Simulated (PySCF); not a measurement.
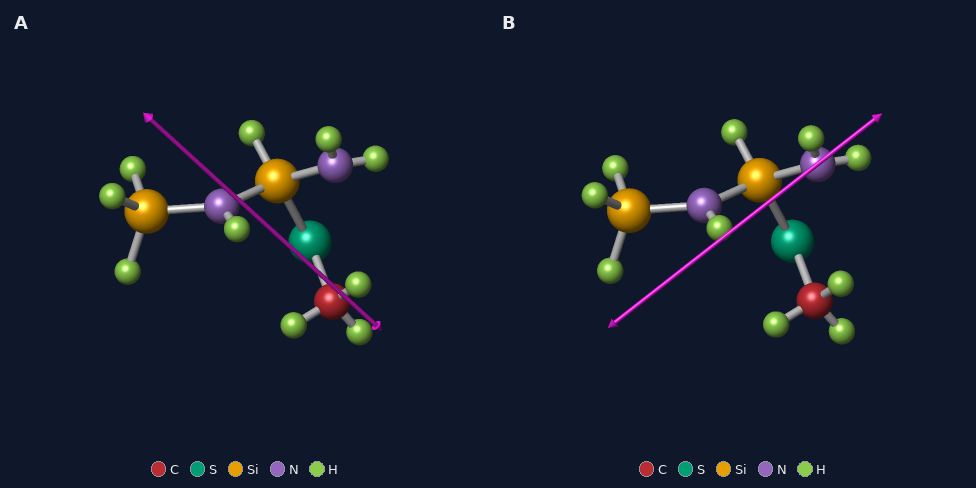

The double arrows show the directions of two transition dipoles from the ground state (lengths mean nothing). Computed geometry: PBE0-D3(BJ)/def2-SVP optimisation. No frequency run is at hand to confirm it as a minimum. Level of theory: TDDFT PBE0/def2-SVPD, vertical, gas phase, core orbitals frozen in the response (PySCF 2.14.0).

Question: One belongs to singlet state 4 and one to singlet state 8. Which is which?

Answer: A: state 8, 6.98 eV (178 nm), oscillator strength 0.033, mainly HOMO−1 → LUMO+1 (weight 0.59).
B: state 4, 6.39 eV (194 nm), oscillator strength 0.040, of mixed character, with the largest part HOMO → LUMO+2 (weight 0.44).
